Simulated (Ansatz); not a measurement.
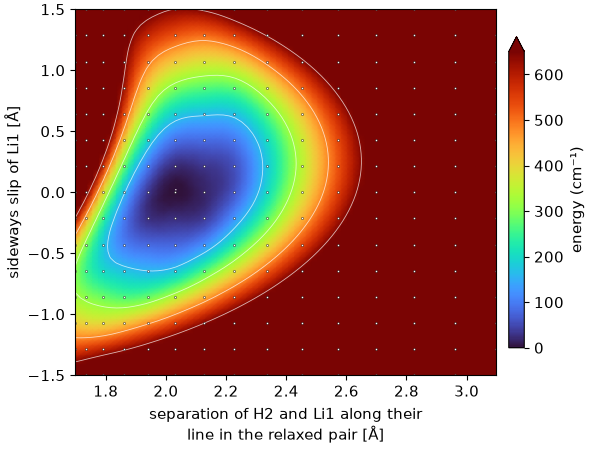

H2Li, charge +1. 
- The first coordinate is: separation of H2 and Li1 along their line in the relaxed pair; the second: sideways slip of Li1.
- Nothing is relaxed (both partners rigid).
- Grid: 15 × 15 points.
- Points are written as (first, second).
- Energies: cm⁻¹, counted from the lowest grid point.
- The calculation used RKS PBE0-D4/def2-TZVPD in Ansatz 0.2.0.

The picture shows a smooth colour map with a few white contour lines, dots at the grid points, one colour for all values above the top of the scale. Between grid points the surface is interpolated.

Estimate the position of the minimum and the force constants in these coordinates.

The interpolated minimum is at the first coordinate ≈ 2.030 Å, sideways slip of Li1 ≈ 0.014 Å. The curvatures there are about 0.79 eV/Å² and 0.15 eV/Å², with a cross term of about −0.084 eV/Å². Round the minimum the valley is somewhat tilted: raising the first coordinate shifts the best value of sideways slip of Li1 upwards (coupling k₁₂/√(k₁₁k₂₂) about −0.2). (1 eV is 8066 cm⁻¹.)
